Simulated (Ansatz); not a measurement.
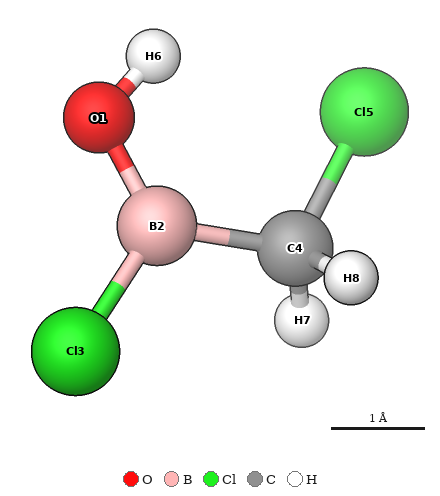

**Figure 1.** The structure as given in the input (ball-and-stick view, seen at a tilt; atoms are numbered from 1 in the order of the input). Bond lengths as drawn: B–C 1.58 Å, B–Cl 1.76 Å, B–O 1.34 Å, C–Cl 1.79 Å, C–H 1.09 Å and H–O 0.97 Å.

**Run report: CH3BCl2O, single-point calculation**

CH3BCl2O, SMILES OB(Cl)CCl, computed with RKS LC-wPBE/def2-TZVPP (Ansatz 0.2.0).

The geometry comes from this level: PBE0-D4/def2-TZVP.

**What the program printed**
```
Functional definition: LC-wPBE
  name "LC-wPBE"
  cite "Vydrov & Scuseria, J. Chem. Phys. 125, 234109 (2006) doi:10.1063/1.2409292"
  cite "Heyd & Scuseria, J. Chem. Phys. 120, 7274 (2004) doi:10.1063/1.1668634"
  cite "Ernzerhof & Perdew, J. Chem. Phys. 109, 3313 (1998) doi:10.1063/1.476928"
  cite "Perdew, Burke & Ernzerhof, Phys. Rev. Lett. 77, 3865 (1996) doi:10.1103/PhysRevLett.77.3865"
  parent pbe
  parameter omega = 0.4/bohr
  exchange = pbe_x_sr(omega) + exact_x_lr(omega)
  correlation = pbe_c
1265 factors; their error is unknown
333 factors; integrals over basis functions are off by at most 2.5e-5 eV
mean field evaluation 1: about -28846.7158 eV, gradient 4.8e1 eV
mean field evaluation 2: about -28846.9378 eV, gradient 5.0e1 eV
mean field evaluation 4: about -28850.6265 eV, gradient 1.8e0 eV
mean field evaluation 8: about -28850.6415 eV, gradient 3.0e-2 eV
mean field evaluation 16: about -28850.6130 eV, gradient 4.2e-5 eV
mean field -28850.61295658 eV, -1060.2404705063 hartree, gradient 4.2e-5 eV, S^2 0.000000; 0 other end points of the search recorded, 0 dependent functions left out
reference -28850.61295658 eV, -1060.2404705065 hartree; 28, 28 occupied and 191, 191 virtual orbitals, 1265 factors
Total energy: -28850.61295658 eV, -1060.2404705065 hartree
```

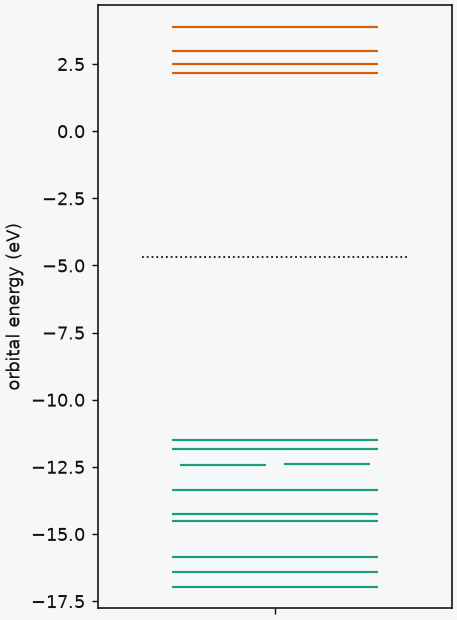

**Figure 2.** Orbital energies near the frontier; the dotted line parts filled from empty levels, and levels within 0.02 eV of each other stand side by side. Highest filled −11.51 eV, lowest empty 2.15 eV, 13.66 eV apart.

This output came from the following input.

**Input**
```yaml
crystal:
  periodic: [false, false, false]
  atoms:
    - {symbol: O, position_ang: [0.267636, 0.857529, 1.458464]}
    - {symbol: B, position_ang: [0.498396, -0.146793, 0.607501]}
    - {symbol: Cl, position_ang: [1.689895, -1.367083, 1.041718]}
    - {symbol: C, position_ang: [-0.237353, -0.309992, -0.776607]}
    - {symbol: Cl, position_ang: [-1.411471, 1.007743, -1.065886]}
    - {symbol: H, position_ang: [-0.404615, 1.458866, 1.107272]}
    - {symbol: H, position_ang: [-0.783860, -1.253188, -0.823872]}
    - {symbol: H, position_ang: [0.473572, -0.304181, -1.604289]}
basis:
  gaussian: {orbitals: def2-TZVPP}
hamiltonian: {xc: {name: LC-wPBE}}
output: {orbitals: {seedname: orbitals}}
```

Launch command:
```bash
ansatz run in.yaml --threads 2 --pin off --events-out ev --progress --plain --max-ram 4352MiB
```

**Summary**

- outcome: converged
- total energy: −28850.6130 eV
- SCF solution under orbital rotations: stable
- HOMO: −11.51 eV
- LUMO: 2.15 eV
- hardware: 2 threads of Arm Neoverse V1, 23 GiB of memory available, shared host
- wall time: 4.2 s (CPU time 8 s)
- peak memory: 0.36 GiB
